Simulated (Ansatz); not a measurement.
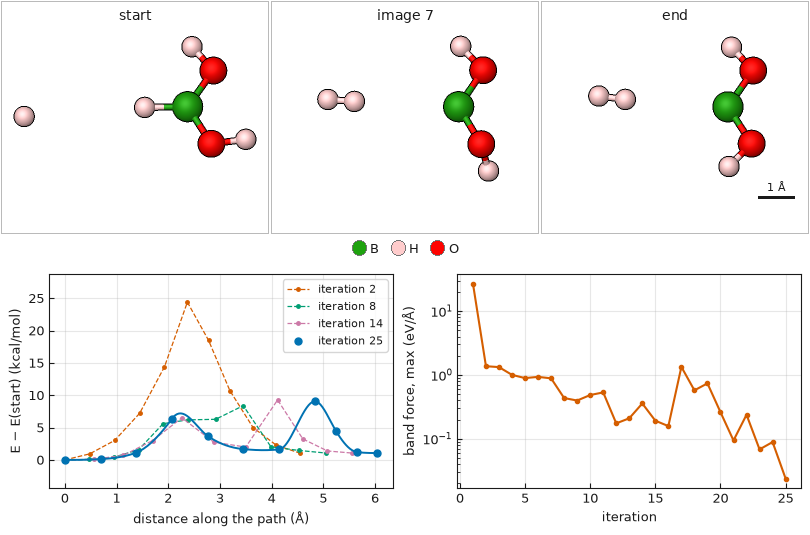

A nudged-elastic-band calculation for BH₄O₂ (multiplicity 2), made up at the start of BH3O2 and H. Images are numbered from 0 (start) to 10 (end). The plot follows the band through its iterations. The picture is a ball-and-stick view, seen at a tilt.

All numbers below come from Ansatz, UKS revPBE/6-31G*. Settings: 9 movable images; climbing image; force threshold 0.05 eV/Å; iteration limit 60; starting path through a guess of the saddle point.

Judge this run.

The run is converged, with reservations. The band converged in 25 iterations. The largest component of the band force went from 27 to 0.024 eV/Å. The climbing image converged on the top of the path. Its vibrational analysis gives one imaginary mode (581i cm⁻¹), as a transition state must have. The first iteration put the highest image at 88.9 kcal/mol. Forward barrier 9.1 kcal/mol, backward barrier 8.0 kcal/mol, with image 7 at the top; the reaction energy is +1.1 kcal/mol.

Limits of the set-up: the start holds two separate molecules, 3.4 Å apart at their closest, whose relative position is a soft coordinate and is computed without a dispersion correction.

Cost: 6.4 min on 1 thread of Arm Neoverse V1 (shared host), peak memory 0.12 GiB.
